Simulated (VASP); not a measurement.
Band structure of Eu (bcc). These are optB88-vdW, VASP's PBE PAW potentials (set 64) (plane waves; VASP 6.6.1) values and carry that method's errors.

The 4f electrons are frozen in the core of the lanthanide potential, so 4f levels, which can set the real gap, and their magnetism are missing.

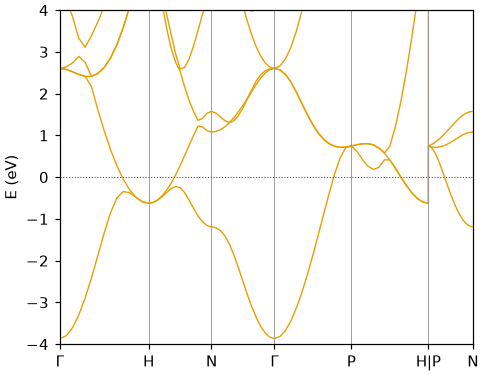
*Bands along high-symmetry lines, zero at the valence-band maximum or, without a gap, the Fermi level*

Problem. Read the plot: is there a gap, and where are the band edges?

Solution. It has no gap at this level: it comes out as a metal or semimetal. (Edges off the drawn lines would not show.)

The compound is Eu in the bcc structure. It was relaxed first, which changed the volume by -16 %.
